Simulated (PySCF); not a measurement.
# CH10BNSi (SMILES [NH3+][BH2-]C[SiH3]): levels of theory compared

We compute a comparison of 6 runs (HF/def2-SVP, HF/pcseg-1, B3LYP/6-31G*, CAM-B3LYP/pcseg-1, PBE0/def2-SVP, TPSS/def2-SVP) of CH10BNSi. The job is set up through a Python script.

The results are computed with PySCF 2.14.0.

1 further run of the same task is left out (set aside as unsound or not needed).

## (1) The system as given

CH10BNSi: 14 atoms, total charge 0, spin state singlet. SMILES: `[NH3+][BH2-]C[SiH3]`. Geometry: relaxed at GFN2-xTB. This is one conformer, not always the lowest.

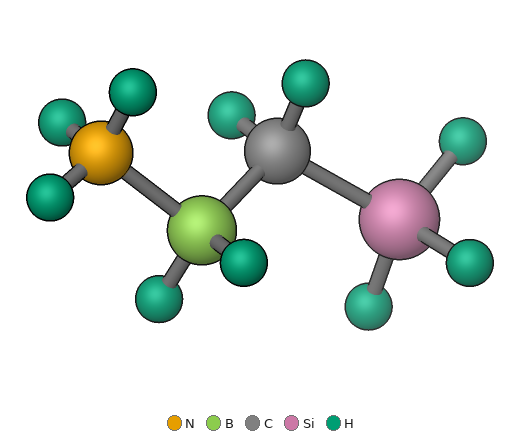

The structure, seen from a chosen angle (nitrogen amber, boron green, carbon grey, silicon pink, hydrogen teal).

## (2) Energy and forces at HF/def2-SVP (run 1)

mol.xyz

```xyz
14
CH10BNSi
N     -0.443330     2.101530     0.114510
B     -0.740710     0.495710    -0.245100
C      0.598490    -0.294960     0.210180
Si     0.522380    -2.159470    -0.087100
H      0.375540     2.397570    -0.405010
H     -0.265840     2.176770     1.109920
H     -1.247210     2.661980    -0.144440
H     -1.705250     0.217790     0.396910
H     -0.933300     0.481550    -1.421210
H      1.475080     0.093660    -0.319280
H      0.799450    -0.133590     1.275010
H     -0.569780    -2.779700     0.669540
H      1.779730    -2.788890     0.356400
H      0.354760    -2.469940    -1.510350
```

input.py

```python
# [NH3+][BH2-]C[SiH3]
from pyscf import gto

mol = gto.M(
    atom='mol.xyz',
    verbose=3,
    basis='def2-svp',
    max_memory=1860,
)

mf = mol.RHF()
mf.conv_tol = 1e-10
mf.kernel()
if not mf.converged:
    mf = mf.newton().run(mf.mo_coeff, mf.mo_occ)

energy = mf.e_tot
print('Final energy', energy)
grad = mf.nuc_grad_method().kernel()
mf.analyze()
```

The run is started by

```console
$ OMP_NUM_THREADS=1 python input.py
```

The program printed:

```text
converged SCF energy = -411.582704672148
Final energy -411.5827046721478
[... 18 lines left out ...]
MO #10  energy= -0.904160199024586 occ= 2
[... 9 lines left out ...]
MO #20  energy= -0.410613475175044 occ= 2
[... 9 lines left out ...]
MO #30  energy= 0.291620860327318  occ= 0
[... 9 lines left out ...]
MO #40  energy= 0.550194905257896  occ= 0
[... 9 lines left out ...]
MO #50  energy= 0.84176857665217   occ= 0
[... 9 lines left out ...]
MO #60  energy= 1.10908474841529   occ= 0
[... 9 lines left out ...]
MO #70  energy= 1.57338363234806   occ= 0
[... 9 lines left out ...]
MO #80  energy= 2.0017404006378    occ= 0
[... 9 lines left out ...]
MO #90  energy= 2.33223336179856   occ= 0
[... 9 lines left out ...]
MO #100 energy= 2.71167967714506   occ= 0
[... 9 lines left out ...]
MO #110 energy= 3.6541331987135    occ= 0
[... 15 lines left out ...]
Dipole moment(X, Y, Z, Debye):  0.61413,  6.14300,  1.14953
```

Run time: 9 s. Hardware: 1 thread of Arm Neoverse V2, shared host; peak memory 0.26 GiB.

## (3) Energy and forces at HF/pcseg-1 (run 2)

input.py

```python
from pyscf import gto

mol = gto.M(
    atom='''
N     -0.837772     3.971316     0.216393
B     -1.399739     0.936756    -0.463172
C      1.130982    -0.557394     0.397183
Si     0.987155    -4.080807    -0.164595
H      0.709668     4.530751    -0.765358
H     -0.502365     4.113499     2.097445
H     -2.356885     5.030413    -0.272952
H     -3.222455     0.411563     0.750051
H     -1.763681     0.909998    -2.685698
H      2.787497     0.176992    -0.603352
H      1.510742    -0.252449     2.409420
H     -1.076728    -5.252872     1.265247
H      3.363202    -5.270238     0.673498
H      0.670399    -4.667510    -2.854148
''',
    max_memory=1860,
    basis='pcseg-1',
    unit='bohr',
    spin=0,
    verbose=4,
)

mf = mol.RHF()
mf.conv_tol = 1e-10
mf.kernel()
if not mf.converged:
    mf = mf.newton().run(mf.mo_coeff, mf.mo_occ)

etot = mf.e_tot
print('E(%s) = %.9f' % ('HF', etot))
grad = mf.nuc_grad_method().kernel()
dip = mf.dip_moment()
pop, q = mf.mulliken_pop()
```

The run is started by

```console
$ OMP_NUM_THREADS=1 python input.py
```

The program printed:

```text
PySCF version 2.14.0

[... 68 lines left out ...]
converged SCF energy = -411.704915054988
[... 12 lines left out ...]
Dipole moment(X, Y, Z, Debye):  0.56698,  6.03933,  1.11465
[... 86 lines left out ...]
pop of  9 H 1s            0.77163
pop of  9 H 2s            0.12537
pop of  9 H 2px           0.00991
pop of  9 H 2py           0.00507
pop of  9 H 2pz           0.00543
pop of  10 H 1s           0.77159
pop of  10 H 2s           0.12563
pop of  10 H 2px          0.00364
pop of  10 H 2py          0.00404
pop of  10 H 2pz          0.01272
pop of  11 H 1s           0.78171
pop of  11 H 2s           0.39348
pop of  11 H 2px          0.00436
pop of  11 H 2py          0.00154
pop of  11 H 2pz          0.00216
pop of  12 H 1s           0.78174
pop of  12 H 2s           0.41854
pop of  12 H 2px          0.00545
pop of  12 H 2py          0.00154
pop of  12 H 2pz          0.00085
pop of  13 H 1s           0.78170
pop of  13 H 2s           0.39353
pop of  13 H 2px          0.00031
pop of  13 H 2py          0.00054
pop of  13 H 2pz          0.00721
 ** Mulliken atomic charges  **
charge of    0N =     -0.40554
charge of    1B =      0.32935
charge of    2C =     -0.74982
charge of    3Si =      0.78975
charge of    4H =      0.22180
charge of    5H =      0.22180
charge of    6H =      0.22995
charge of    7H =     -0.11390
charge of    8H =     -0.11370
charge of    9H =      0.08259
charge of   10H =      0.08238
charge of   11H =     -0.18325
charge of   12H =     -0.20812
charge of   13H =     -0.18330
```

It took 12 s on 1 thread of Arm Neoverse V2, shared host; peak memory 0.26 GiB.

## (4) Energy and gradient at B3LYP/6-31G(d) (Cartesian functions) (run 3)

run.py

```python
import pyscf.grad
from pyscf import gto, dft

mol = gto.Mole()
mol.atom = [
    ('N', (-0.443330, 2.101530, 0.114510)),
    ('B', (-0.740710, 0.495710, -0.245100)),
    ('C', (0.598490, -0.294960, 0.210180)),
    ('Si', (0.522380, -2.159470, -0.087100)),
    ('H', (0.375540, 2.397570, -0.405010)),
    ('H', (-0.265840, 2.176770, 1.109920)),
    ('H', (-1.247210, 2.661980, -0.144440)),
    ('H', (-1.705250, 0.217790, 0.396910)),
    ('H', (-0.933300, 0.481550, -1.421210)),
    ('H', (1.475080, 0.093660, -0.319280)),
    ('H', (0.799450, -0.133590, 1.275010)),
    ('H', (-0.569780, -2.779700, 0.669540)),
    ('H', (1.779730, -2.788890, 0.356400)),
    ('H', (0.354760, -2.469940, -1.510350)),
]
mol.cart = True
mol.max_memory = 1860
mol.basis = '6-31g*'
mol.verbose = 3
mol.build()

mf = dft.RKS(mol, xc='b3lyp')
mf.grids.level = 5
mf.conv_tol = 1e-10
mf.kernel()
if not mf.converged:
    mf = mf.newton().run(mf.mo_coeff, mf.mo_occ)

e_final = mf.e_tot
print('E(%s) = %.9f' % ('B3LYP', e_final))
grad = mf.Gradients().kernel()
dip = mf.dip_moment()
pop, q = mf.mulliken_pop()
```

The run is started by

```console
$ OMP_NUM_THREADS=1 python run.py
```

The program printed:

```text
converged SCF energy = -413.230623678474
[... 9 lines left out ...]
Dipole moment(X, Y, Z, Debye):  0.62377,  6.12275,  1.15038
[... 60 lines left out ...]
pop of  3 Si 3dxy         0.04014
pop of  3 Si 3dxz         0.02434
pop of  3 Si 3dyy         0.01021
pop of  3 Si 3dyz         0.02295
pop of  3 Si 3dzz         0.02568
pop of  4  H 1s           0.49783
pop of  4  H 2s           0.13793
pop of  5  H 1s           0.49783
pop of  5  H 2s           0.13792
pop of  6  H 1s           0.49753
pop of  6  H 2s           0.13271
pop of  7  H 1s           0.52846
pop of  7  H 2s           0.55858
pop of  8  H 1s           0.52835
pop of  8  H 2s           0.55867
pop of  9  H 1s           0.52463
pop of  9  H 2s           0.36438
pop of  10  H 1s          0.52458
pop of  10  H 2s          0.36472
pop of  11  H 1s          0.51948
pop of  11  H 2s          0.55623
pop of  12  H 1s          0.51909
pop of  12  H 2s          0.57037
pop of  13  H 1s          0.51947
pop of  13  H 2s          0.55626
 ** Mulliken atomic charges  **
charge of    0N =     -0.79576
charge of    1B =      0.10845
charge of    2C =     -0.55578
charge of    3Si =      0.33812
charge of    4H =      0.36424
charge of    5H =      0.36426
charge of    6H =      0.36976
charge of    7H =     -0.08704
charge of    8H =     -0.08702
charge of    9H =      0.11099
charge of   10H =      0.11070
charge of   11H =     -0.07571
charge of   12H =     -0.08947
charge of   13H =     -0.07574
```

Run time: 34 s. Hardware: 1 thread of Arm Neoverse V2, shared host; peak memory 0.86 GiB.

Runs 4 to 5 aren't shown in full; the table further down has their settings and results.

## (5) Energy and gradient at TPSS/def2-SVP (run 6)

calc.py

```python
# [NH3+][BH2-]C[SiH3]
import pyscf.grad
from pyscf import gto, dft

mol = gto.M(
    atom=[
    ('N', (-0.443330, 2.101530, 0.114510)),
    ('B', (-0.740710, 0.495710, -0.245100)),
    ('C', (0.598490, -0.294960, 0.210180)),
    ('Si', (0.522380, -2.159470, -0.087100)),
    ('H', (0.375540, 2.397570, -0.405010)),
    ('H', (-0.265840, 2.176770, 1.109920)),
    ('H', (-1.247210, 2.661980, -0.144440)),
    ('H', (-1.705250, 0.217790, 0.396910)),
    ('H', (-0.933300, 0.481550, -1.421210)),
    ('H', (1.475080, 0.093660, -0.319280)),
    ('H', (0.799450, -0.133590, 1.275010)),
    ('H', (-0.569780, -2.779700, 0.669540)),
    ('H', (1.779730, -2.788890, 0.356400)),
    ('H', (0.354760, -2.469940, -1.510350)),
],
    verbose=4,
    basis='def2-svp',
    charge=0,
    max_memory=1860,
    spin=0,
)

mf = dft.RKS(mol, xc='tpss')
mf.grids.level = 5
mf.conv_tol = 1e-10
mf.kernel()
if not mf.converged:
    mf = mf.newton().run(mf.mo_coeff, mf.mo_occ)

etot = mf.e_tot
print('Final energy', etot)
grad = mf.Gradients().kernel()
mf.analyze()
```

The run is started by

```console
$ OMP_NUM_THREADS=1 python calc.py
```

The program printed:

```text
PySCF version 2.14.0

[... 105 lines left out ...]
DFT Exchange-Correlation Energy =      -41.145686757859799
[... 11 lines left out ...]
MO #10  energy= -0.608485451207977 occ= 2
[... 9 lines left out ...]
MO #20  energy= -0.240363550505536 occ= 2
[... 9 lines left out ...]
MO #30  energy= 0.139330151913503  occ= 0
[... 9 lines left out ...]
MO #40  energy= 0.342090145118839  occ= 0
[... 9 lines left out ...]
MO #50  energy= 0.620567622702833  occ= 0
[... 9 lines left out ...]
MO #60  energy= 0.852599553316975  occ= 0
[... 9 lines left out ...]
MO #70  energy= 1.29531378479334   occ= 0
[... 9 lines left out ...]
MO #80  energy= 1.73590638415997   occ= 0
[... 9 lines left out ...]
MO #90  energy= 2.00588722584227   occ= 0
[... 9 lines left out ...]
MO #100 energy= 2.36700626267635   occ= 0
[... 9 lines left out ...]
MO #110 energy= 3.26464630140309   occ= 0
[... 88 lines left out ...]
pop of  9 H 2s            0.00668
pop of  9 H 2px           0.00059
pop of  9 H 2py           0.00024
pop of  9 H 2pz           0.00023
pop of  10 H 1s           0.91894
pop of  10 H 2s           0.00667
pop of  10 H 2px          0.00013
pop of  10 H 2py          0.00018
pop of  10 H 2pz          0.00074
pop of  11 H 1s           1.10892
pop of  11 H 2s           0.00402
pop of  11 H 2px          0.00197
pop of  11 H 2py          0.00059
pop of  11 H 2pz          0.00094
pop of  12 H 1s           1.11957
pop of  12 H 2s           0.00353
pop of  12 H 2px          0.00241
pop of  12 H 2py          0.00060
pop of  12 H 2pz          0.00031
pop of  13 H 1s           1.10892
pop of  13 H 2s           0.00402
pop of  13 H 2px          0.00006
pop of  13 H 2py          0.00015
pop of  13 H 2pz          0.00329
 ** Mulliken atomic charges  **
charge of    0N =     -0.25421
charge of    1B =     -0.19960
charge of    2C =     -0.48116
charge of    3Si =      0.52542
charge of    4H =      0.23969
charge of    5H =      0.23971
charge of    6H =      0.24290
charge of    7H =     -0.05014
charge of    8H =     -0.05011
charge of    9H =      0.07349
charge of   10H =      0.07333
charge of   11H =     -0.11645
charge of   12H =     -0.12642
charge of   13H =     -0.11645
Dipole moment(X, Y, Z, Debye):  0.58828,  6.13881,  1.13768
```

Run time: 96 s. Hardware: 1 thread of Arm Neoverse V2, shared host; peak memory 1.1 GiB.

## (6) Overview of the runs

| run | level | Cartesian functions | integration grid | energy (Eh) | dipole moment (D) | HOMO energy (eV) | LUMO energy (eV) | wall time |
| --- | --- | --- | --- | --- | --- | --- | --- | --- |
| 1 | HF/def2-SVP | no | – | -411.582705 | 6.28 | -10.82 | 3.61 | 9 s |
| 2 | HF/pcseg-1 | no | – | -411.704915 | 6.17 | -10.82 | 3.14 | 12 s |
| 3 | B3LYP/6-31G* (Cartesian functions) | yes | 5 | -413.230624 | 6.26 | -7.17 | 0.73 | 34 s |
| 4 | CAM-B3LYP/pcseg-1 | no | 5 | -413.121824 | 6.16 | -9.05 | 1.04 | 77 s |
| 5 | PBE0/def2-SVP | no | 5 | -412.765402 | 6.29 | -7.63 | 0.58 | 46 s |
| 6 | TPSS/def2-SVP | no | 5 | -413.102206 | 6.27 | -6.41 | -0.07 | 96 s |

## (7) Outcome

| quantity | value |
| --- | --- |
| run 6: total energy | -413.10221 Eh |
| run 6: dipole moment | 6.27 D |
| run 6: HOMO energy | -6.41 eV |
| run 6: LUMO energy | -0.07 eV |
| run 6: HOMO–LUMO gap | 6.34 eV |
| run 6: largest force on an atom | 1.031 eV/Å |

The dipole moment (its size) runs from 6.16 D (CAM-B3LYP/pcseg-1) to 6.29 D (PBE0/def2-SVP). The two ends differ in method and basis. The HOMO–LUMO gap runs from 6.34 eV (TPSS/def2-SVP) to 14.43 eV (HF/def2-SVP). Exact exchange widens orbital gaps. Totals of different functionals can't be ranked against each other. All runs together took 4.6 min, the longest 96 s.
